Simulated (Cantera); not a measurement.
Input: 1 mol SiCl4, 0.34 mol NO, 2.1 mol N2, equilibrated at 1.00 bar.

Equilibrium computed with Cantera from the NASA thermochemical tables; the gas is ideal and each condensed phase is pure. Candidate condensed phases: Si, SiO2, Si2N2O, Si3N4; 23 gas species. The tables' values for SiCl3 are old estimates; treat these amounts as uncertain. The tables hold silica as quartz up to 1696 K and as liquid above; real silica turns to tridymite and cristobalite and melts near 1996 K. The numbers say what is thermodynamically allowed, not how fast it happens.

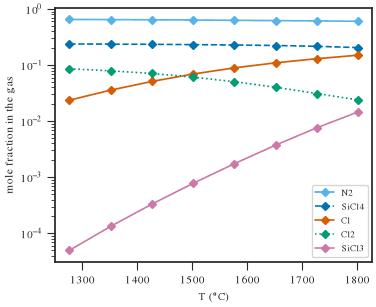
Fig. 1. Equilibrium gas composition (values under 1e-9 drawn at 1e-9)

Problem. Read off the mole fractions at 1652 °C.

Solution. N2 about 0.62, SiCl4 about 0.22, Cl about 0.11, Cl2 about 0.040, SiCl3 about 0.0037.
